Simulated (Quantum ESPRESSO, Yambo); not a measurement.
# Quasiparticle gap of CdF2 (Fm-3m) in Yambo, part 3 of 3

How does a plane-wave GW calculation on CdF2 (Fm-3m) run from the first input to the gap?

Quantum ESPRESSO 7.5 and Yambo 5.3.0; PBE and many-body steps on it, plane waves. Known limits of the many-body steps: not at the basis limit; d shell near the gap, gap tends to lie low; no spin-orbit coupling; coarse k mesh.

So far. Step 3 (Bands along the symmetry lines): The gap is 3.124 eV, −0.019 eV from the run before at this level. Step 4 (Empty states on the mesh, 4×4×4 mesh, 119 bands): On this mesh the gap is 3.124 eV.

### 6. Screening and self-energy, 4×4×4 mesh, 119 bands, screening to 142.9 eV

Now the one-shot GW correction: screening in the RPA, then the self-energy of the levels asked for.

This step: G0W0 on PBE, plane waves, norm-conserving pseudopotentials.

The input, gw1.in:

```
HF_and_locXC
gw0
dyson
ppa
em1d
rim_cut
RandQpts= 1000000
RandGvec= 1 RL
EXXRLvcs= 94 Ry
VXCRLvcs= 376 Ry
Chimod= "HARTREE"
% BndsRnXp
 1 | 119 |
%
NGsBlkXp= 10.5 Ry
% LongDrXp
 1 | 1 | 1 |
%
% GbndRnge
 1 | 119 |
%
DysSolver= "n"
ExtendOut
PPAPntXp= 27.21138 eV
% QPkrange
 8 | 8 | 16 | 19 |
 1 | 1 | 16 | 19 |
%
```

Command:

```bash
OMP_NUM_THREADS=1 mpirun -n 4 yambo -F gw1.in -J gw1 -C gw1 > gw1.log
```

Log:

```text
 Yambo, version 5.3.0

 [02] CORE Variables Setup
 =========================

  [... cell, symmetries and grids as in the set-up ...]

  [02.05] Energies & Occupations
  ==============================

  [X] === General ===
  [X] Electronic Temperature                        :  0.000000  0.000000 [eV K]
  [X] Bosonic    Temperature                        :  0.000000  0.000000 [eV K]
  [X] Finite Temperature mode                       : no
  [X] El. density                                   :  0.86947E+24 [cm-3]
  [X] Fermi Level                                   :  6.529887 [eV]

  [X] === Gaps and Widths ===
  [X] Conduction Band Min                           :  3.123994 [eV]
  [X] Valence Band Max                              :  0.000000 [eV]
  [X] Filled Bands                                  :  17
  [X] Empty Bands                                   :   18  119
  [X] Direct Gap                                    :  3.619366 [eV]
  [X] Direct Gap localized at k                     :  1
  [X] Indirect Gap                                  :  3.123994 [eV]
  [X] Indirect Gap between kpts                     :   8   1
  [X] Last valence band width                       :  0.495373 [eV]
  [X] 1st conduction band width                     :  4.976967 [eV]

 [03] Transferred momenta grid and indexing
 ==========================================

 IBZ Q-points                                      :   8
 BZ  Q-points                                      :   64

 K/Q-points units:
 rlu = crystal or reduced units; cc = cartesian coordinates; iku = interal k-units

 Q [1]          [rlu]:  0.000000  0.000000  0.000000
 Q [2]          [rlu]:  0.14198E-16 -0.27435E-16  0.25000
 Q [3]          [rlu]: -0.28396E-16  0.54870E-16 -0.50000
 Q [4]          [rlu]:  0.65886E-17  0.25000      0.25000
 Q [5]          [rlu]: -0.68688E-17  0.25000      0.50000
 Q [6]          [rlu]:  0.27115E-16  0.25000     -0.25000
 Q [7]          [rlu]: -0.13177E-16 -0.50000     -0.50000
 Q [8]          [rlu]:  0.250000 -0.500000 -0.250000

 [04] Coloumb potential Random Integration (RIM)
 ===============================================

  [04.01] RIM initialization
  ==========================

  * Diagonal components only detected *

  8 x (sBL volume)        :  0.117498 [a.u.]
  sBZ random points       :  1000000
  Points outside the sBZ  :   7999624
  RL volume               :  0.939984 [a.u.]
  Integrated volume       :  0.940028 [a.u.]

  [04.02] RIM integrals
  =====================

  Gamma point sphere radius             :  0.088844 [a.u.]
  Points outside the sphere             :   799635
  [Int_sBZ(q=0) 1/q^2]*(Vol_sBZ)^(-1/3) =:  7.763403
                                 should be <:  7.795600

  Summary of Coulomb integrals for non-metallic bands |Q|[au] RIM/Bare

  Q [1] 0.100000E-4 0.995870 * Q [2] 0.267211 1.065611
  Q [4] 0.308548 1.063726 * Q [6] 0.436353 1.025826
  Q [5] 0.511670 1.019349 * Q [3] 0.534422 1.016307
  Q [7] 0.617097 1.012926 * Q [8] 0.689935 1.009939

 [05] Dipoles
 ============

  [05.01] Setup: observables and procedures
  =========================================

 [06] Dynamic Dielectric Matrix (PPA)
 ====================================

 [WR./gw1//ndb.pp]---------------------------------------------------------------
  Brillouin Zone Q/K grids (IBZ/BZ)                :    8   64    8   64
  RL vectors                                       :   4957 [WF]
  Coulomb cutoff potential                         : none
  Electronic Temperature                           :  0.000000 [K]
  Bosonic    Temperature                           :  0.000000 [K]
  PPA    diel. fun.  energies                      : Perdew, Burke & Ernzerhof(X)+Perdew, Burke & Ernzerhof(C)
  wavefunctions                                    : Perdew, Burke & Ernzerhof(X)+Perdew, Burke & Ernzerhof(C)
  Global Gauge                                     : length
  X matrix size                                    :  169
  X band range                                     :    1  119
  X e/h energy range                               : -1.000000 -1.000000 [eV]
  X Time ordering                                  : R
  X Hxc Kernel                                     : HARTREE
  X Drude frequency                                :  0.000000  0.000000
  X poles                                          :  100.0000 [o/o]
  RL vectors in the sum                            :   4957
  [r,Vnl] included                                 : yes
  Field direction                                  :  0.577350E-5  0.577350E-5  0.577350E-5
  BZ energy Double Grid                            : no
  BZ energy DbGd points                            : 0
  BZ Q point size factor                           : -1.000000
  X Optical Averaged directions                    : none

 [07] Local Exchange-Correlation + Non-Local Fock
 ================================================

 [VXC] Plane waves :   32647
 [EXS] Plane waves :   4111

 QP @ state[ 1 ] K range:  1  1
 QP @ state[ 1 ] b range:  16  19
 QP @ state[ 2 ] K range:   8   8
 QP @ state[ 2 ] b range:  16  19

 [xc] Functional : Perdew, Burke & Ernzerhof(X)+Perdew, Burke & Ernzerhof(C)
 [xc] LIBXC used to calculate xc functional
  PP Number of Atomic Species                      :  2
  NLCC RL compoments                               :   32647
  PP Number of Atomic Species                      :  2
  NLCC RL compoments                               :   32647

 [xc] E_xc :  -24.65860 [Ha]
      E_xc :  -49.31721 [Ry]

  Local XC kind (lXC) : Perdew, Burke & Ernzerhof(X)+Perdew, Burke & Ernzerhof(C)
  Non-Local XC kind (nlXC) : Hartree-Fock

  Corrections @ K [1] :  [eV]
 <16|nlXC|16> = -32.28252  0.96113E-17 <16|lXC|16> = -24.99306  0.000000
 <17|nlXC|17> = -32.28237 -0.75867E-17 <17|lXC|17> = -24.99306  0.000000
 <18|nlXC|18> = -7.990550  0.16965E-17 <18|lXC|18> = -12.40280  0.000000
 <19|nlXC|19> = -4.689398 -0.87972E-18 <19|lXC|19> = -10.20232  0.000000

  Corrections @ K [8] :  [eV]
 <16|nlXC|16> = -30.52773  0.74611E-17 <16|lXC|16> = -23.13818  0.000000
 <17|nlXC|17> = -31.53442 -0.56378E-17 <17|lXC|17> = -24.39237 -0.47204E-16
 <18|nlXC|18> = -10.76329  0.10928E-17 <18|lXC|18> = -16.75171  0.000000
 <19|nlXC|19> = -6.368119  0.84743E-18 <19|lXC|19> = -10.95815  0.70806E-16

  [07.01] Hartree-Fock occupations report
  =======================================

  [Hartree-Fock] === General ===
  [Hartree-Fock] Electronic Temperature             :  0.000000  0.000000 [eV K]
  [Hartree-Fock] Bosonic    Temperature             :  0.000000  0.000000 [eV K]
  [Hartree-Fock] Finite Temperature mode            : no
  [Hartree-Fock] El. density                        :  0.86947E+24 [cm-3]
  [Hartree-Fock] Fermi Level                        :  6.529887 [eV]

  [Hartree-Fock] === Gaps and Widths ===
  [Hartree-Fock] Conduction Band Min                :  4.990525 [eV]
  [Hartree-Fock] Valence Band Max                   : -0.088828 [eV]
  [Hartree-Fock] Filled Bands                       :  17
  [Hartree-Fock] Empty Bands                        :   18  119
  [Hartree-Fock] Direct Gap                         :  5.439230 [eV]
  [Hartree-Fock] Direct Gap localized at k          :  2
  [Hartree-Fock] Indirect Gap                       :  5.079353 [eV]
  [Hartree-Fock] Indirect Gap between kpts          :   7   2
  [Hartree-Fock] Last valence band width            :  7.695854 [eV]
  [Hartree-Fock] 1st conduction band width          :  9.098856 [eV]

 [08] Dyson equation: Newton solver
 ==================================

  [08.01] G0W0 (W PPA)
  ====================

  [  GW  ] Bands range     :    1  119
  [GW/PPA] G damping       :  0.100000 [eV]

  QP @ state[ 1 ] K range:  1  1
  QP @ state[ 1 ] b range:  16  19
  QP @ state[ 2 ] K range:   8   8
  QP @ state[ 2 ] b range:  16  19

   Sc/G bands                                       :    1  119
   Sc/G damping                                     :  0.100000 ev
   Sc bands terminator                              : no
   Sx RL components                                 :   4111

   QP @ state[ 1 ] K range                          :  1  1
   QP @ state[ 1 ] b range                          :  16  19
   QP @ state[ 2 ] K range                          :   8   8
   QP @ state[ 2 ] b range                          :  16  19
   GF energies kind                                 : Perdew, Burke & Ernzerhof(X)+Perdew, Burke & Ernzerhof(C)
   GF WF`s kind                                     : Perdew, Burke & Ernzerhof(X)+Perdew, Burke & Ernzerhof(C)
   Xs energies kind                                 : Perdew, Burke & Ernzerhof(X)+Perdew, Burke & Ernzerhof(C)
   Xs WF`s kind                                     : Perdew, Burke & Ernzerhof(X)+Perdew, Burke & Ernzerhof(C)

 [11] Game Over & Game summary
```

The job ended after 2.9 min (4 MPI ranks of Intel Xeon Platinum 8259CL at 2.50GHz (Skylake/Cascade Lake), shared host; peak memory 1.7 GiB; 11 min of CPU time).

Numbers from this step:

| Property | Result |
| --- | --- |
| G0W0 gap on the points computed | 5.302 eV |
| starting gap on the mesh | 3.124 eV |
| k of the valence top | 0.25, -0.5, -0.25 |
| k of the conduction bottom | 0, 0, 0 |
| least direct G0W0 gap on the computed points | 6.060 eV |
| Z at the valence top | 0.7977 |
| Z at the conduction bottom | 0.8703 |

The gap on the mesh goes from 3.12 eV to 5.30 eV, a correction of +2.18 eV.

Limits: finite bands, cutoff and mesh; d shell near the gap, gap tends to lie low; no spin-orbit coupling; coarse k mesh. v1 is the top filled band, c1 the lowest empty one. The levels before and after the correction (eV, zero at the valence-band top of each column):

```
           conduction bottom  valence top
Kohn-Sham               3.12         0.00
     G0W0               5.30         0.00
```

|  | level | energy (eV) |
| --- | --- | --- |
| Kohn-Sham | Γ v2-v1 | -0.495 |
| Kohn-Sham | Γ c1 | 3.124 |
| Kohn-Sham | Γ c2 | 12.741 |
| Kohn-Sham | (0.25 -0.5 -0.25) v2 | -0.599 |
| Kohn-Sham | (0.25 -0.5 -0.25) v1 | 0.000 |
| Kohn-Sham | (0.25 -0.5 -0.25) c1 | 8.101 |
| Kohn-Sham | (0.25 -0.5 -0.25) c2 | 11.529 |
| G0W0 | Γ v2-v1 | -0.758 |
| G0W0 | Γ c1 | 5.302 |
| G0W0 | Γ c2 | 15.153 |
| G0W0 | (0.25 -0.5 -0.25) v2 | -0.630 |
| G0W0 | (0.25 -0.5 -0.25) v1 | 0.000 |
| G0W0 | (0.25 -0.5 -0.25) c1 | 11.328 |
| G0W0 | (0.25 -0.5 -0.25) c2 | 13.800 |

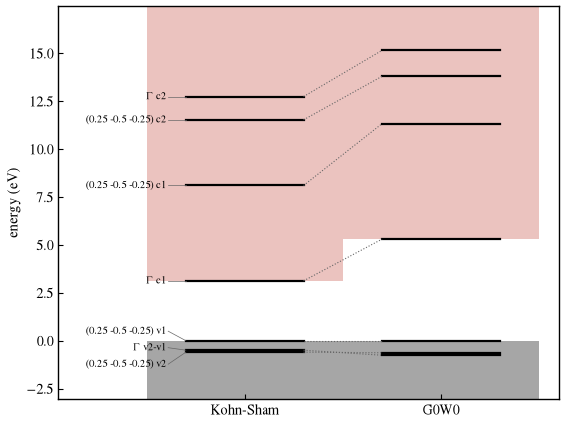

Levels before and after the correction. Shaded: valence and conduction bands.

### 7. Where the time went

Times are wall times on the hardware named with each run, good to a factor of about two.

```
                          step     time  share  memory (GiB)
                  ground state    9.7 s    5 %          0.32
bands along the symmetry lines    9.1 s    4 %          0.27
      empty states on the mesh     10 s    5 %           0.4
         conversion and set-up    3.4 s    2 %          0.25
     screening and self-energy  2.9 min   84 %           1.7
```

### 8. Outcome

```json
{
  "PBE gap": "3.12 eV, indirect",
  "G0W0 gap on the mesh": "5.30 eV",
  "GW settings": "4×4×4 mesh, 119 bands, screening to 142.9 eV, Godby-Needs plasmon pole",
  "known limits": "not at the basis limit; d shell near the gap, gap tends to lie low; no spin-orbit coupling; coarse k mesh"
}
```

**Reading.** G0W0 moves the gap on the mesh from 3.12 eV to 5.30 eV (+2.18 eV), with Z of 0.80 and 0.87 at the edges. Only 2 of the mesh's irreducible points were corrected, so a valley elsewhere could overtake. The dearest step here is «screening and self-energy». Bands and cutoff are finite, so the gap is not at the basis limit. The miss can reach some tenths of an eV and take either sign; the mesh is an error of its own. In the G0W0 run levels were corrected at 2 k points alone, so a gap called «on the mesh» is the least over those, and an edge elsewhere would be missed. The 4×4×4 mesh is coarse for this cell, which bears on the long-range parts of exchange and screening. A d shell, filled or nearly so, lies near the gap. One-shot GW converges very slowly in bands there, not always from below, and on a semilocal start the gap tends to come out low; starts rich in exact exchange can overshoot instead. The many-body steps are scalar-relativistic: spin-orbit coupling is not in them.

[Paths, hosts, dates, memory and timing lines, banners, echoed tables and standing remarks are left out of the program output.]

[Logs are printed without paths, hosts, clocks, repeated set-up lines and the standing remarks that a program may print on its own settings, such as how far it seeks lower states.]

[Runs of the session that timed out or met a known fault of the program may be left out.]

[Hosts, paths, dates, database ids (printed as entryN), source tags and the programs' standing remarks are cut or masked in the printed files.]
